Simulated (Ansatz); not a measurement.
# UB2PLYP/STO-3G run of SnH2F (SMILES [F][SnH2])

What is the vertical ionisation energy of SnH2F at UB2PLYP/STO-3G? 

The results are computed with Ansatz 0.2.0.

59 further runs of the same task are left out: 7 that didn't finish, 52 set aside as unsound or not needed.

## 1. The structure to begin with

SnH2F has 4 atoms, charge 0, and is taken as a doublet. As SMILES, `[F][SnH2]`. The coordinates come from a PBE0-D4/def2-TZVP relaxation.

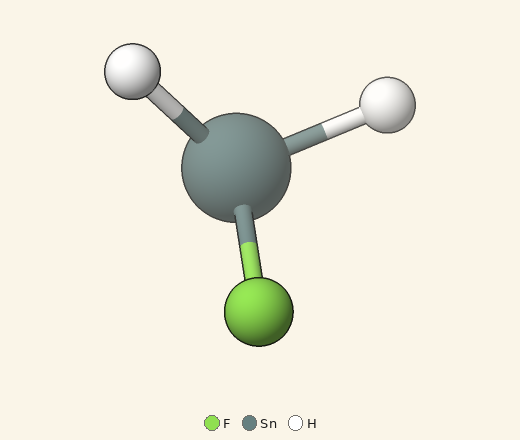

The structure, seen from a chosen angle (fluorine green, tin teal, hydrogen white).

## 2. The energy at UB2PLYP/STO-3G

Contents of in.yaml:

```yaml
crystal:
  periodic: [false, false, false]
  atoms:
    - symbol: F
      position_ang: [-1.552600, -0.190000, 0.640700]
    - symbol: Sn
      position_ang: [0.028300, -0.242200, -0.468300]
    - symbol: H
      position_ang: [1.184100, -1.054400, 0.524100]
    - symbol: H
      position_ang: [0.395700, 1.426200, -0.716700]
basis:
  gaussian:
    orbitals: STO-3G
magnetization:
  spin_polarized: true
  initial_magnetization: 1
hamiltonian:
  xc: {name: B2PLYP}
correlation:
  frozen_orbitals: {F: 1, H: 0, Sn: 18}
accuracy: high
```

Launch:

```bash
$ ansatz run in.yaml --threads 1 --pin off --max-ram 2610MiB --events-out events.jsonl --progress --plain --runs-dir runs
```

Log:

```text
Warning: RAYON_NUM_THREADS=1 ignored (pool sized by the plan → 1); use --threads N
Functional definition: B2PLYP
  name "B2PLYP"
  parameter a = 0.53
  parameter c = 0.27
  exchange = (1 - a)*b88_x + a*exact_x
  correlation = (1 - c)*lyp_c + c*(mp2_os + mp2_ss)
612 factors; integrals over basis functions are off by at most 4.8e-9 eV
mean field evaluation 1: about -165015.2693 eV, gradient 1.1e1 eV
mean field evaluation 2: about -165015.2632 eV, gradient 1.1e1 eV
mean field evaluation 4: about -165016.7087 eV, gradient 8.3e-1 eV
mean field evaluation 8: about -165016.7301 eV, gradient 3.5e-2 eV
mean field evaluation 16: about -165016.7301 eV, gradient 9.6e-6 eV
mean field -165016.73008592 eV, -6064.2529783006 hartree, gradient 6.1e-8 eV, S^2 0.752515; 0 other end points of the search recorded, 0 dependent functions left out
19 core orbitals not correlated: weight in the atoms' cores, before any rotation towards them, 1.000 or more for the frozen orbitals, at most 0.000 for the correlated occupied ones
reference -165016.73010150 eV, -6064.2529788733 hartree; 12, 11 occupied and 3, 4 virtual orbitals, 612 factors
second order -1.97067818 eV of doubles, -0.00000000 eV of singles
Total energy: -165017.26218461 eV, -6064.2725325668 hartree
```

It took 2.9 s on 1 thread of Arm Neoverse V2, shared host; peak memory 0.16 GiB.

## 3. The singlet cation, same level

Contents of job.yaml:

```yaml
basis:
  gaussian:
    orbitals: STO-3G
crystal:
  periodic: [false, false, false]
  atoms:
    - symbol: F
      position_ang: [-1.552600, -0.190000, 0.640700]
    - symbol: Sn
      position_ang: [0.028300, -0.242200, -0.468300]
    - symbol: H
      position_ang: [1.184100, -1.054400, 0.524100]
    - symbol: H
      position_ang: [0.395700, 1.426200, -0.716700]
total_charge: 1
hamiltonian:
  xc: {name: B2PLYP}
correlation:
  frozen_orbitals: {F: 1, H: 0, Sn: 18}
accuracy: high
```

Launch:

```bash
$ ansatz run job.yaml --threads 1 --pin off --max-ram 2610MiB --events-out events.jsonl --progress --plain --runs-dir runs
```

Log, shortened:

```text
Warning: RAYON_NUM_THREADS=1 ignored (pool sized by the plan → 1); use --threads N
[... 2 set-up lines as earlier in the session ...]
[...]
612 factors; integrals over basis functions are off by at most 4.8e-9 eV
[...]
mean field -165010.97282589 eV, -6064.0414028967 hartree, gradient 3.6e-8 eV, S^2 0.000000; 0 other end points of the search recorded, 0 dependent functions left out
19 core orbitals not correlated: weight in the atoms' cores, before any rotation towards them, 1.000 or more for the frozen orbitals, at most 0.000 for the correlated occupied ones
reference -165010.97284137 eV, -6064.0414034659 hartree; 11, 11 occupied and 4, 4 virtual orbitals, 612 factors
second order -3.28889411 eV of doubles, -0.00000000 eV of singles
Total energy: -165011.86084278 eV, -6064.0740369158 hartree
```

Run time: 2.1 s. Hardware: 1 thread of Arm Neoverse V2, shared host; peak memory 0.11 GiB.

## 4. What came out

At UB2PLYP/STO-3G, 19 core orbitals frozen:

| quantity | value |
| --- | --- |
| doublet SnH2F: total energy | -6064.27253 Eh |
| doublet SnH2F: ⟨S²⟩ | 0.753 |
| singlet cation: total energy | -6064.07404 Eh |
| vertical ionisation energy (to the singlet cation) | 5.401 eV |

The vertical ionisation energy comes to 5.40 eV (521 kJ/mol). Only the singlet of the ionised species was computed; a triplet could lie lower. In a minimal basis such a difference can be off by several eV, whatever the method. Relativity is left out (doublet SnH2F) although the molecule holds a heavy atom. Relativity is left out (singlet cation) although the molecule holds a heavy atom.
